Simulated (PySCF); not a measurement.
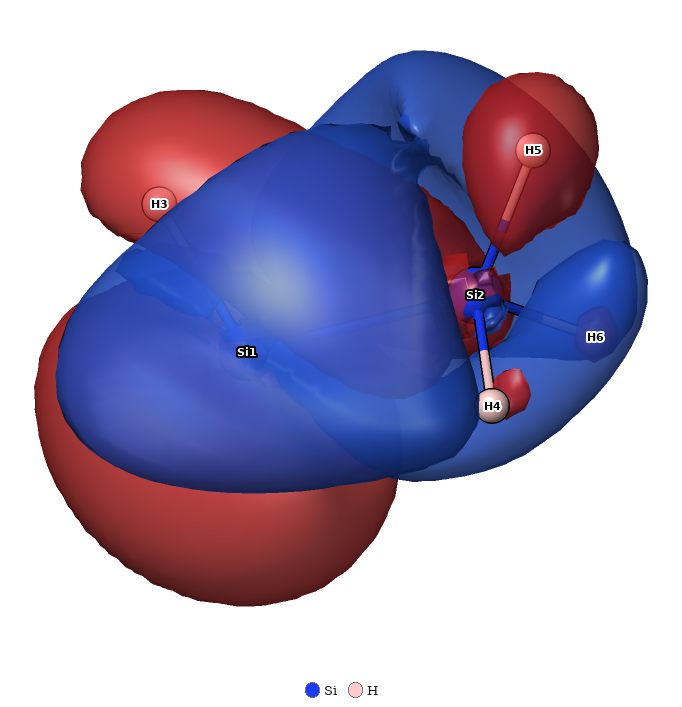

Figure. H$_{4}$Si$_{2}$, SMILES `[SiH][SiH3]`. Unrelaxed difference density of S₃ less the ground state (full linear response singlet states), ±0.005 e/Å³; blue: gain, red: loss.

Computed with PySCF, CAM-B3LYP/aug-cc-pVDZ, geometry: GFN2-xTB. No frequency check shows the geometry to be a minimum.

The calculation's input:

```python
import numpy as np
from pyscf import gto, scf, dft, tdscf
from pyscf.scf import atom_ks, atom_hf
from scipy.linalg import block_diag

def solve(mol, dm0=None, hcore=None):
    mf = (dft.UKS if mol.spin else dft.RKS)(mol, xc='camb3lyp')
    mf.grids.level = 3
    mf = mf.density_fit(auxbasis='def2-universal-jkfit')
    mf.conv_tol, mf.max_cycle = 1e-8, 80
    if hcore is not None:
        mf.get_hcore = lambda *args: hcore
    mf.kernel(dm0)
    if not mf.converged:
        mf = mf.newton().run(mf.mo_coeff, mf.mo_occ, max_cycle=30)
    assert mf.converged, 'SCF not converged'
    return mf

mol = gto.M(atom='''
Si    -1.25073    -0.10079    -0.00002
Si     1.02545     0.02691    -0.00007
H     -1.70453     1.32737     0.00023
H      1.46829    -0.74551     1.17728
H      1.92123     1.19715     0.00068
H      1.46894    -0.74477    -1.17695
''', basis='aug-cc-pvdz', charge=0, spin=0, verbose=4)
mf = solve(mol)
td = mf.TDDFT()
td.nstates, td.singlet, td.conv_tol = 6, True, 1e-5
td.kernel()
td.analyze()
x, y = np.array([p[0] for p in td.xy]), np.array([p[1] + 0 * p[0] for p in td.xy])
f, mu = td.oscillator_strength(), td.transition_dipole()
nto = [td.get_nto(state=i + 1, verbose=4) for i in range(len(td.e))]
# spherically averaged free atoms, for the promolecule
atm = atom_ks.get_atm_nrks(mol, xc='camb3lyp')
pro = block_diag(*[(atm[a[0]][2] * atm[a[0]][3]) @ atm[a[0]][2].T for a in mol._atom])
np.savez('result.npz', e=td.e, f=f, ok=td.converged, w=[n[0] for n in nto], nto=[n[1] for n in nto], x=x, y=y, c=mf.mo_coeff, occ=mf.mo_occ, eps=mf.mo_energy, pro=pro, mu=mu)
```

Launched as:

```sh
OMP_NUM_THREADS=1 python input.py
```

The run took 81 s on 1 thread of AMD EPYC 9R45 96-Core Processor (Zen 5) (shared host), peak memory 0.57 GiB.

### How does the charge move on excitation?

0.75 e is displaced in all, largely into diffuse regions outside the molecule. The state: 5.58 eV (222 nm), f = 0.157 (bright), diffuse (Rydberg-like) orbital; the leading pair carries 98 %; hole on Si1 (70 %), Si2 (18 %) and H3 (7 %), electron on Si1 (47 %), Si2 (29 %) and H3 (9 %) (atom shares of so diffuse an orbital are rough); their centroids lie 0.6 Å apart.
